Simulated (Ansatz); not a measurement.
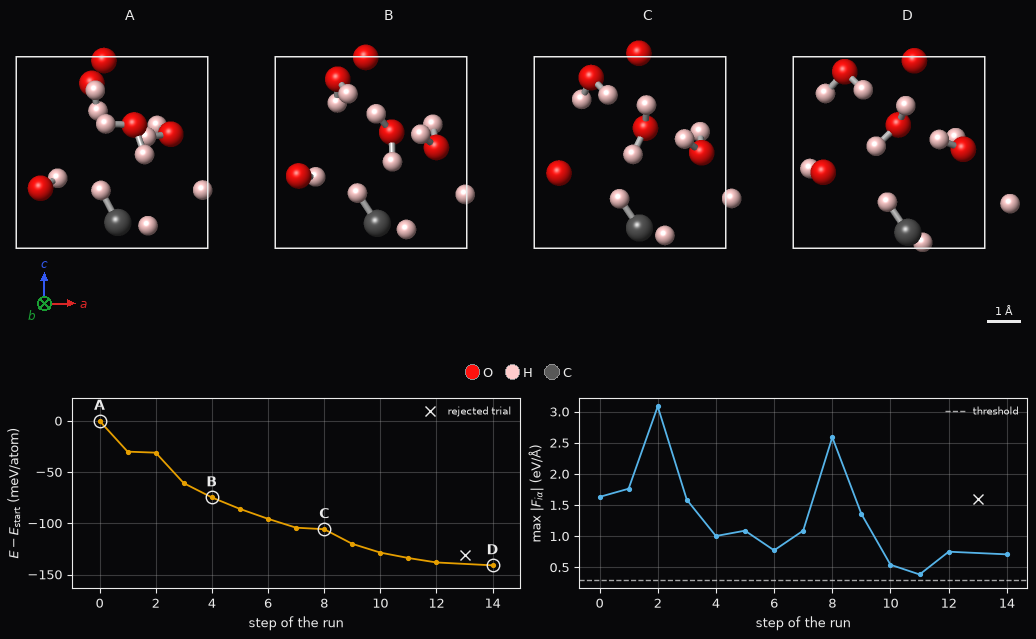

Frames of a relaxation of an amorphous cell of composition H₁₀CO₅, marked on the history of the run. The picture is a ball-and-stick view of the cell of the calculation, seen along the b axis.

The cell holds 4 H2O + 1 H2CO. The run prepares the start of a later molecular dynamics calculation, from a guessed geometry.

Computed with DFT PBE-D3(BJ), scalar-relativistic, plane waves, PAW (Ansatz). (plane-wave cutoff 420 eV; k-point mesh 1 × 1 × 1; occupations fermi dirac; smearing width 0.02 eV; no spin polarisation; atoms relaxed in a fixed cell; force threshold 0.3 eV/Å; at most 15 steps)

### Describe the path.

The relaxation stopped without meeting its thresholds, so the last structure isn't shown to be converged. It used up its limit of 15 steps. Over 13 accepted moves (14 points after the start) the energy falls by 141 meV per atom. The largest force component goes from 1.6 to 0.71 eV/Å. The line search rejected the trial step at point 13 of the run. The atom that moves furthest is an H atom (1.62 Å roughly along [−3 0 1]). Largest moves by element: H 1.62 Å, O 1.06 Å, C 0.81 Å. The cell stays as it was. Near-neighbour distances that change, for instance: H–O 0.969 → 0.992 Å, C–H 1.104 → 1.110 Å, C–O 1.220 → 1.224 Å. Among the angles between lasting bonds that change: H–O–H 104.0° → 106.9°. The run took 17 s on 1 thread of Arm Neoverse V1, on a shared host, peak memory 0.3 GiB. From step 0 to 4: an H atom moves most (0.65 Å), energy −74.7 meV per atom. From step 4 to 8: an H atom moves most (0.64 Å), energy −31.0 meV per atom. From step 8 to 14: an H atom moves most (0.74 Å), energy −35.3 meV per atom.

| step | E − E(0), meV/atom | largest force component, eV/Å | note |
| --- | --- | --- | --- |
| 0 | 0.00 | 1.6309 |  |
| 1 | -30.05 | 1.7629 |  |
| 2 | -31.02 | 3.0846 |  |
| 3 | -60.82 | 1.5857 |  |
| 4 | -74.74 | 1.0030 |  |
| 5 | -85.94 | 1.0890 |  |
| 6 | -95.60 | 0.7730 |  |
| 7 | -104.27 | 1.0897 |  |
| 8 | -105.75 | 2.5893 |  |
| 9 | -120.04 | 1.3575 |  |
| 10 | -128.58 | 0.5417 |  |
| 11 | -133.88 | 0.3856 |  |
| 12 | -138.21 | 0.7513 |  |
| 13 | -131.29 | 1.6014 | rejected |
| 14 | -141.03 | 0.7086 |  |

Limits of the set-up: the program's low-accuracy preset was used; the periodic images lie only 5.8 Å apart, so the values are limited by the cell's size.
